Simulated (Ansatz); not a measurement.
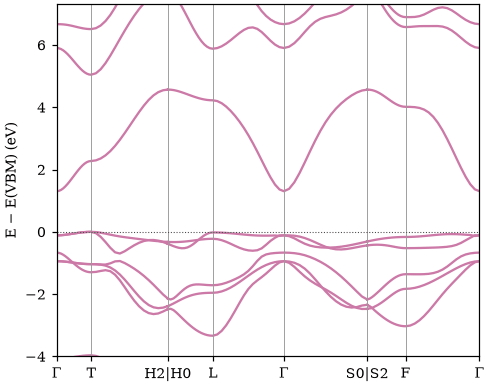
Figure: Band structure from plane-wave PAW r²SCAN (Ansatz code)

Q: Read off the gap and where the band edges lie.

A: About 1.3 eV (1.30 eV by a search for the band edges); maximum at T, minimum at Γ.

The material is KTlO₂ in space group R-3m (No. 166; K on 3b, Tl on 3a, O on 6c).

The first step of the workflow began from a Materials Project structure, measured or hypothetical; the Crystallography Open Database copy checked does not list it. Whether it is the stable phase at ambient conditions was not checked. The cell was relaxed with r²SCAN under the symmetry of its start; whether a distortion lowers the energy is not shown. Spin–orbit coupling is left out wherever it is not named.

Potentials: the later of the program's two PAW sets.
